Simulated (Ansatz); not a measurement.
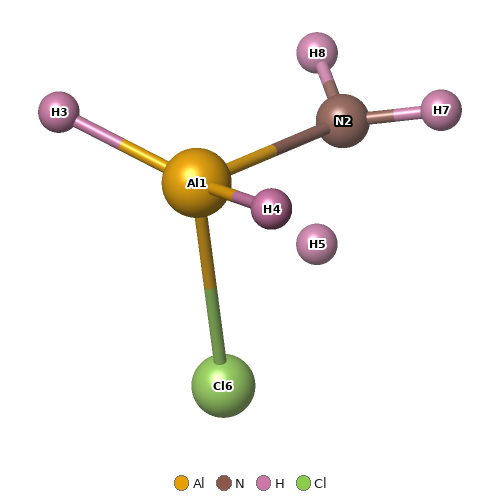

The system is the reacting system AlClH5N (fragments AlH₄N + ClH where the first distance is long, AlClH₂ + H₃N where the second is long); the picture shows the reference structure. The first coordinate is: distance Al1–Cl6 (bond that forms); the second: distance Al1–N2 (bond that breaks). Relaxed at each point: all other coordinates. The grid has 13 × 13 points. Points are written as (first, second). Energies: eV, counted from the lowest grid point. The reference is spin-restricted, so regions where a bond is pulled apart into radicals lie too high. These are results of Ansatz 0.2.0, RKS PBE-D4/def2-SVP, not measurements.

Its coordinates:

```
atom    x (Å)    y (Å)    z (Å)
  Al  -1.1933  -0.0096  -0.2174
   N   0.9465   0.5612   0.1067
   H  -1.5398   0.0872  -1.7645
   H  -2.0554   0.4219   1.0449
   H   1.0239  -0.7610   0.2750
  Cl   0.0639  -2.2328   0.2767
   H   1.2265   1.0604   0.9603
   H   1.5277   0.8726  -0.6816
```

Range: distance Al1–Cl6 (bond that forms) from 2.007 to 3.507 Å; distance Al1–N2 (bond that breaks) from 1.728 to 3.528 Å.

Q: What landscape does the calculation give?

A: The lowest grid point is at (2.167 Å, 2.046 Å). No other kind of well shows on this grid. The highest grid point, (3.507 Å, 3.528 Å), lies 4.04 eV above the lowest.

```
second ↓, first →  2.007  2.074  2.167  2.272  2.387  2.509  2.638  2.772  2.911  3.054  3.201  3.352  3.507
            3.528   1.29   1.18   1.16   1.28   1.49   1.78   2.11   2.45   2.80   3.14   3.46   3.76   4.04
            3.342   1.19   1.08   1.06   1.17   1.38   1.66   1.99   2.33   2.67   3.00   3.31   3.61   3.88
            3.161   1.08   0.96   0.94   1.04   1.25   1.53   1.84   2.18   2.51   2.83   3.14   3.43   3.69
            2.984   0.95   0.83   0.80   0.90   1.10   1.37   1.68   2.00   2.33   2.64   2.94   3.22   3.47
            2.812   0.80   0.68   0.64   0.73   0.92   1.19   1.49   1.81   2.12   2.42   2.71   2.98   3.23
            2.646   0.65   0.52   0.47   0.55   0.74   0.99   1.29   1.59   1.90   2.19   2.47   2.73   2.97
            2.485   0.48   0.35   0.30   0.37   0.55   0.79   1.07   1.37   1.67   1.95   2.22   2.47   2.69
            2.331   0.34   0.20   0.14   0.20   0.37   0.60   0.87   1.16   1.45   1.73   1.98   2.22   2.43
            2.184   0.24   0.09   0.03   0.08   0.23   0.46   0.72   1.00   1.27   1.53   1.77   1.99   2.19
            2.046   0.23   0.07   0.00   0.05   0.19   0.40   0.65   0.91   1.17   1.42   1.65   1.84   2.01
            1.920   0.35   0.19   0.11   0.15   0.28   0.48   0.72   0.97   1.22   1.44   1.64   1.79   1.84
            1.809   0.65   0.49   0.40   0.43   0.56   0.75   0.97   1.20   1.43   1.63   1.73   1.76   1.79
            1.728   1.05   0.88   0.79   0.81   0.93   1.11   1.32   1.54   1.74   1.83   1.86   1.88   1.90
```

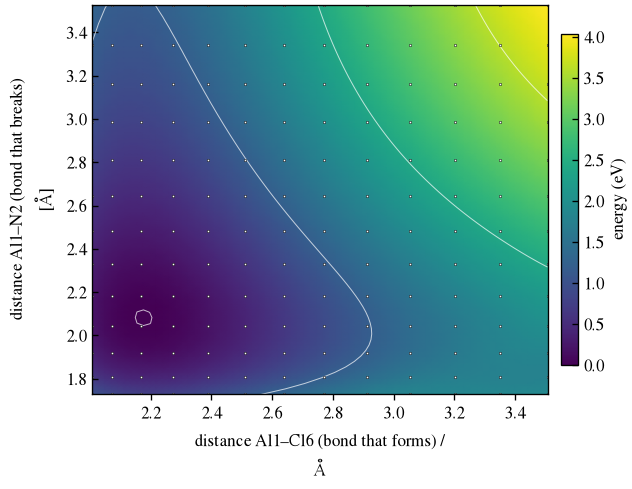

In the figure: a smooth colour map with a few white contour lines, dots at the grid points. Between grid points the surface is interpolated.

Each point was launched as `ansatz run input.yaml --threads 1 --pin off --max-ram 2560MiB --backend cpu --events-out ev --progress --plain --runs-dir out`. The whole map (169 points run) took 21 min on 1 thread of Arm Neoverse V2 (shared host).
